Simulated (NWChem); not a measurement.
# BH3O3 (boric acid): M06-2X/6-311+G(d,p)

Aim: the electronic atomisation energy of BH3O3 (boric acid) at M06-2X/6-311+G**, from 4 runs. 

The calculation is run with NWChem 7.3.0.

3 further runs of the same task are left out: 1 that didn't finish, 2 set aside as unsound or not needed.

## Step 1: The system as given

The species is BH3O3 (7 atoms), meant as a singlet with charge 0. As SMILES, `OB(O)O`. The coordinates come from a PBE0-D4/def2-TZVP relaxation. This is a higher conformer, about 20 kJ/mol above the lowest found by a separate search.

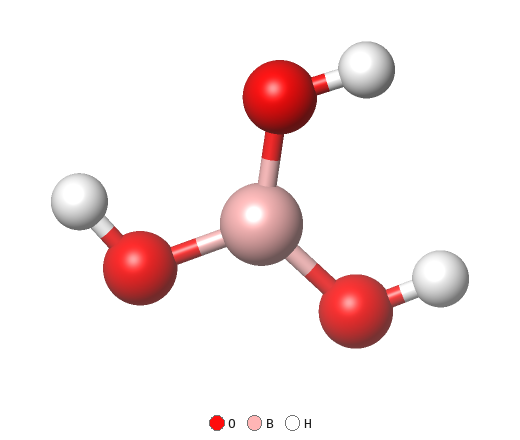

Viewed from a chosen angle; oxygen red, boron pink, hydrogen white.

## Step 2: The energy at M06-2X/6-311+G(d,p) (run 1)

File bh3o3.nw:

```
start bh3o3
title "BH3O3 M06-2X"
memory 2200 mb

geometry units angstrom noautosym nocenter noautoz
   O    -1.109700    0.802600    0.321900
   B    -0.012200   -0.006800    0.228700
   O     0.501200   -0.469300    1.400100
   O     0.600700   -0.381300   -0.945400
   H    -1.457400    1.118600   -0.511500
   H     1.266800   -1.028200    1.254500
   H     0.210500   -0.035700   -1.748300
end

basis spherical bse
   * library 6-311+G**
end

dft
   xc m06-2x
   mult 1
   grid lebedev 50 8
   convergence energy 1e-08
   iterations 100
   mulliken
   noprint "final vectors analysis"
end

task dft energy
```

Run with:

```sh
$ nwchem bh3o3.nw > bh3o3.out
```

What it wrote:

```text
[...]
          Wavefunction type:  closed shell.
          No. of atoms     :     7
          No. of electrons :    32
[...]
          Charge           :     0
          Spin multiplicity:     1
[...]
          AO basis - number of functions:   106
[...]
              XC Information
              --------------
                       M06-2X Method XC Functional
                     Hartree-Fock (Exact) Exchange  0.540
                        M06-2X Exchange Functional  1.000
                      M06-2X Correlation Potential  1.000
[...]
 d= 0,ls=0.0,diis     1   -252.3703703746 -3.69D+02  1.30D-02  1.07D+00     2.8
[...]
 d= 0,ls=0.0,diis    10   -252.4818935582 -5.36D-10  2.16D-07  5.35D-10    20.9
         Total DFT energy =     -252.481893558231
      One electron energy =     -576.792732599071
           Coulomb energy =      239.101990010256
    Exchange-Corr. energy =      -31.020793862695
 Nuclear repulsion energy =      116.229642893280
[...]
      Total Density - Mulliken Population Analysis
     ---------------------------------------------
    Atom       Charge   Shell Charges
 -----------   ------   -------------------------------------------------------
    1 O    8     8.38   1.09  0.91  0.97  0.98  2.09  0.77  1.47 -0.01  0.10  0.01
    2 B    5     4.63   1.13  0.86  0.49  0.61  0.94  0.04  0.16  0.02  0.03  0.35
    3 O    8     8.39   1.09  0.91  0.97  0.98  2.10  0.77  1.47 -0.02  0.11  0.01
    4 O    8     8.40   1.09  0.91  0.97  0.98  2.09  0.77  1.50 -0.04  0.12  0.01
    5 H    1     0.74   0.27  0.37  0.04  0.07
    6 H    1     0.71   0.26  0.36  0.02  0.07
    7 H    1     0.74   0.27  0.36  0.05  0.07
[...]
```

It took 22 s on 1 thread of Intel Xeon Platinum 8259CL at 2.50GHz (Skylake/Cascade Lake), shared host; peak memory 0.11 GiB.

## Step 3: The B atom, same level (run 2)

File b.nw:

```
start b
memory total 2200 mb
charge 0

geometry noautosym nocenter noautoz
B      0.000000     0.000000     0.000000
end

basis spherical bse
B library 6-311+G**
end

dft
xc m06-2x
mult 2
grid lebedev 50 8
convergence energy 1e-08
iterations 100
mulliken
print low
end

task dft
```

Run the same way, it converges to -24.64832 Eh (log not shown).

Run 3 isn't shown in full; the table further down has it.

## Step 4: The O atom (run 4)

File o.nw:

```
start o
title "O M06-2X"
memory stack 880 mb heap 220 mb global 1100 mb

geometry noautosym nocenter noautoz
   O        0.000000       0.000000       0.000000
end

basis "ao basis" spherical bse
   * library 6-311+G**
end

dft
   xc m06-2x
   mult 3
   grid lebedev 50 8
   convergence energy 1e-08
   maxiter 100
   mulliken
   print low
end

task dft energy
```

Run the same way, it converges to -75.06102 Eh (log not shown).

## Step 5: All runs side by side

```tsv
run	level	partner	energy (Eh)	wall time
1	M06-2X/6-311+G**	base	-252.481894	22 s
2	UM06-2X/6-311+G**	atoms	-24.648322	1.1 s
3	UM06-2X/6-311+G**	atoms	-0.498134	0.73 s
4	UM06-2X/6-311+G**	atoms	-75.061024	1.2 s
```

## Step 6: Outcome

At M06-2X/6-311+G**:

```
                     quantity         value
         O atom: total energy  -75.06102 Eh
                 O atom: ⟨S²⟩         2.005
electronic atomisation energy     31.459 eV
```

What this shows: Taking the molecule apart into free atoms costs 31.46 eV (725 kcal/mol), before zero-point energy and without spin-orbit coupling. All runs together took 25 s, the longest 22 s.
